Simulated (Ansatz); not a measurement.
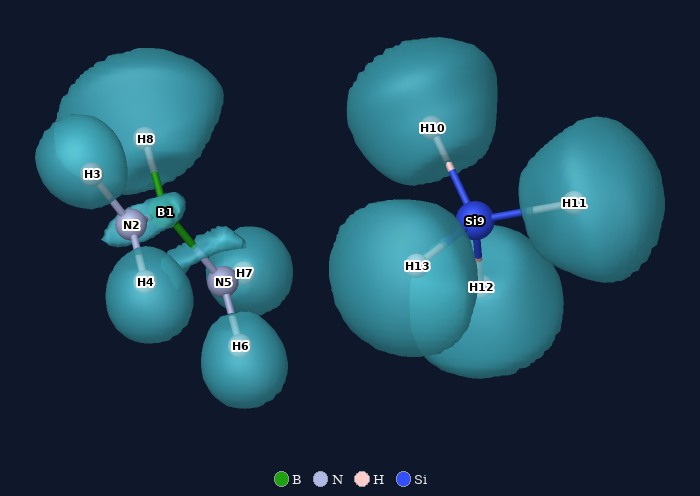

*BH$_{5}$N$_{2}$···SiH$_{4}$. Isosurface of the electron localisation function at 0.9 (cyan), seen from one side. Core shells and regions of very low density are left out.*

The calculation used Ansatz, RHF/6-31G*.

Input file:

```
crystal:
  periodic: [false, false, false]
  atoms:
    - { symbol: B, position_ang: [0.10477, -0.224799, 0.112739] }
    - { symbol: "N", position_ang: [0.067946, -0.775375, 1.482182] }
    - { symbol: H, position_ang: [-0.767977, -0.784265, 2.018243] }
    - { symbol: H, position_ang: [0.887115, -0.956984, 2.016846] }
    - { symbol: "N", position_ang: [1.29915, -0.099059, -0.611045] }
    - { symbol: H, position_ang: [2.189152, -0.37646, -0.262088] }
    - { symbol: H, position_ang: [1.327214, 0.257074, -1.53876] }
    - { symbol: H, position_ang: [-0.923461, 0.108778, -0.387574] }
    - { symbol: Si, position_ang: [-0.336983, 2.748441, 1.112711] }
    - { symbol: H, position_ang: [-1.713243, 2.692096, 0.579272] }
    - { symbol: H, position_ang: [-0.265225, 3.867779, 2.07959] }
    - { symbol: H, position_ang: [0.599289, 3.030507, 0.007878] }
    - { symbol: H, position_ang: [-0.012244, 1.485267, 1.776905] }
basis:
  gaussian: { orbitals: "6-31G*" }
hamiltonian:
  xc: hf
relax:
  f_tol: 0.03
  max_steps: 50
output:
  orbitals: {}
```

Launched as:

```sh
ansatz run input.yaml --threads 1 --pin off --max-ram 2048MiB --backend cpu --events-out ev --progress --plain --runs-dir out
```

The fields are those of the run's last geometry, not of the input's.

**Identify the bonds, lone pairs and shells in this picture.**

The surface consists of two regions between bonded B–N atoms (shared pairs) and nine regions around hydrogen nuclei.

Values along the shortest contacts:
Si9···N5 (3.82 Å): the ELF dips to about 0 between them: a non-bonded, intermolecular contact. B–N (1.41 Å): the ELF peaks at about 0.95 between the atoms; a polar covalent bond.
